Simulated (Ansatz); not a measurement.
**Converging shifted k-point meshes: LaTl₃ (P4mm, 4 atoms in the cell)**

```xyz
4
Lattice="4.8376 0.0000 0.0000 0.0000 4.8376 0.0000 0.0000 0.0000 4.8376" Properties=species:S:1:pos:R:3 pbc="T T T"
La     0.0000     0.0000     0.0500
Tl     0.0000     2.4188     2.4188
Tl     2.4188     0.0000     2.4188
Tl     2.4188     2.4188     0.0000
```

Method of the run: PBEsol, default PAW files made with PBE (plane waves; Ansatz, an electronic-structure program).

Base settings: basis.ecutwfc = 30.9 Ry; kpoints.mp_grid.grid = 7 7 7; hamiltonian.xc = pbesol; hamiltonian.pseudopotentials = {kind: paw} (the program's default PAW files); scf.occupations.method = fermi_dirac; scf.occupations.width = 0.0073 Ry.

In this ladder: kpoints.mp_grid.shift = 0.5 0.5 0.5.

Only quantities that move along the ladder and can be compared are tabulated.

The count of work is k-points × plane waves × bands × iterations; it is no time. Core times come from one kind of shared machine, to one figure; runs under 30 s give none.

The starting cell comes from a database of computed structures (which also holds hypothetical and non-ambient phases and stackings), without a prior relaxation at this level. Its lattice was rescaled by up to half a per cent. One atom was moved a little off its site on purpose. Ansatz's pressure includes its estimate of the finite-basis (Pulay) stress.

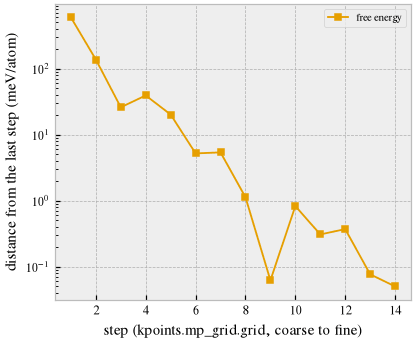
Fig. 1. Distance from the last step along the ladder; very small values are drawn at a floor.

```csv
kpoints.mp_grid.grid,free energy less the last step's (meV/atom),pressure (GPa),largest difference of a force vector from the last step's (eV/Å),count of work / last,core time / last (rough)
1 1 1,-595.20,-2.91,0.114,0.0023,–
2 2 2,-137.08,-3.46,0.032,0.0016,–
3 3 3,25.89,-1.17,0.068,0.0083,–
4 4 4,39.15,-0.98,0.037,0.0083,–
5 5 5,20.08,-1.27,0.009,0.025,–
6 6 6,5.18,-1.30,0.006,0.025,–
7 7 7,5.37,-1.25,0.000,0.055,–
8 8 8,1.12,-1.24,0.002,0.055,–
9 9 9,-0.06,-1.26,0.004,0.10,–
10 10 10,-0.83,-1.28,0.003,0.10,–
11 11 11,-0.31,-1.27,0.001,0.17,–
13 13 13,-0.37,-1.29,0.000,0.27,0.2
16 16 16,0.08,-1.28,0.001,0.40,0.4
20 20 20,0.03,-1.28,0.000,0.76,0.8
22 22 22,0.00,-1.28,0.000,1.0,1
```

Coarsest kpoints.mp_grid.grid that holds the pressure within 1 GPa of the last step, with all finer ones: 3 3 3, at 0.0083 of the last step's count of work; the step before is off by 2.2 GPa.

Coarsest kpoints.mp_grid.grid that holds the forces within 0.02 eV/Å of the last step, with all finer ones: 5 5 5, at 0.025 of the last step's count of work; the step before is off by 0.037 eV/Å.

Coarsest kpoints.mp_grid.grid that holds the free energy within 1 meV/atom of the last step, with all finer ones: 9 9 9, at 0.10 of the last step's count of work; the step before is off by 1.1 meV/atom.

Two neighbours can agree and both be off: 6 6 6 and 7 7 7 differ by 0.18 meV/atom in the free energy, yet lie about 5.4 meV/atom from the last step.

Keys are those of Ansatz 0.2.
